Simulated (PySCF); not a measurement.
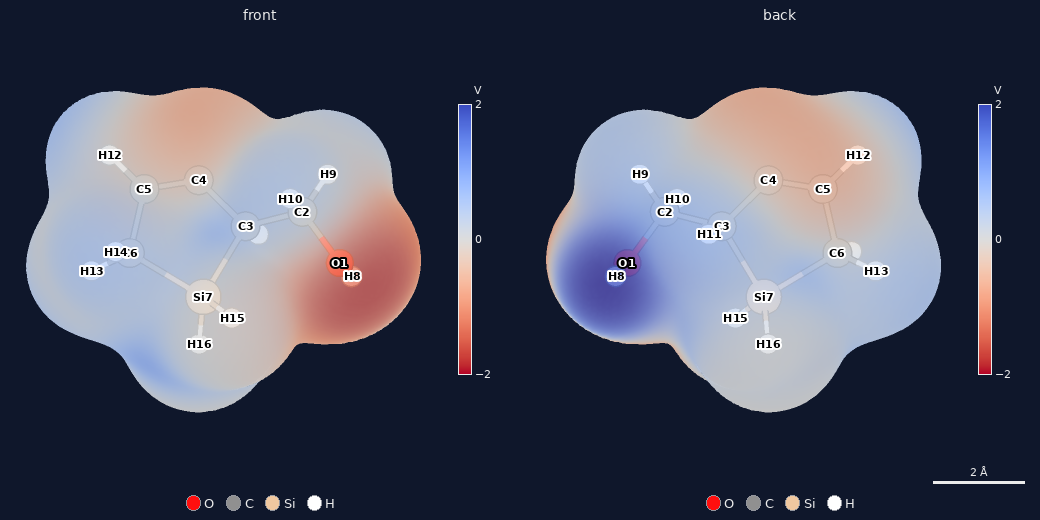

Figure. C5H9OSi (doublet). The electrostatic potential painted on the density surface at 0.001 e/bohr³, seen from the front and from behind; the colour scale runs from red (negative) to blue (positive).

Geometry: GFN2-xTB.

Theory: UKS B3LYP, pcH-1 on C H O Si, non-relativistic, mean-field spin-orbit, GIAO in PySCF.

```tsv
atom	x (Å)	y (Å)	z (Å)
O	-2.4325	0.1375	-1.2289
C	-1.5025	1.0322	-0.6613
C	-0.6490	0.3517	0.4053
C	0.5249	1.1118	0.7980
C	1.7551	0.7025	0.6780
C	1.9535	-0.6878	0.0718
Si	0.1757	-1.2877	-0.3007
H	-3.0116	-0.1847	-0.5293
H	-2.0162	1.9112	-0.2445
H	-0.8719	1.3643	-1.4887
H	-1.2811	0.1311	1.2724
H	2.6280	1.2621	0.9731
H	2.4878	-1.3218	0.7820
H	2.5861	-0.6151	-0.8151
H	-0.0994	-1.4680	-1.7207
H	-0.2545	-2.4303	0.5104
```

### Describe the electrostatic potential map.

The most negative region (about −1.4 V) lies over O1, the most positive (about +1.9 V) over H8. O1 is the likeliest acceptor of a hydrogen bond.
